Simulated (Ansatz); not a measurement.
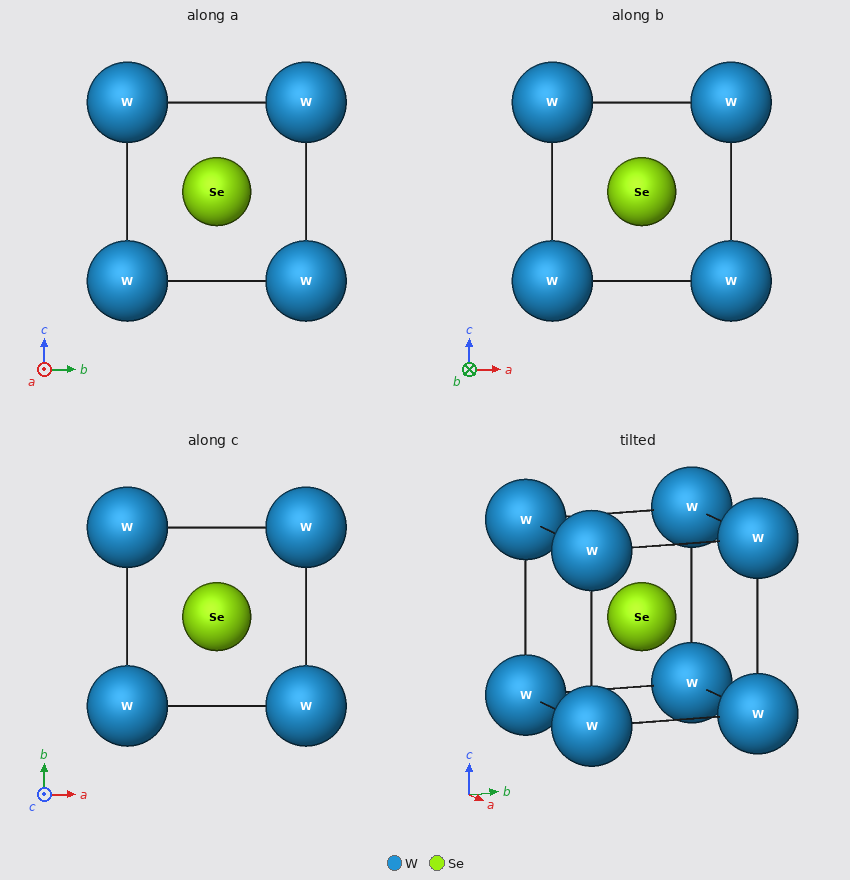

An orthographic spheres-only view of the structure, along the a axis, along the b axis, along the c axis and slightly off an axis. The conventional unit cell is drawn as a box.

Lattice parameters: a = 3.112 Å, b = 3.112 Å, c = 3.112 Å, α = 90.00°, β = 90.00°, γ = 90.00°.

Reconstruct the structure as a table of Wyckoff sites.

Space group Pm-3m (No. 221).
```
atom  site       x       y       z
   W    1a  0.0000  0.0000  0.0000
  Se    1b  0.5000  0.5000  0.5000
```

Starting structure: a structure type filled with these elements by a generator (whether the compound takes this form wasn't checked). The geometry is the end of a relaxation with Ansatz, DFT PBEsol, scalar-relativistic, plane waves, PAW.
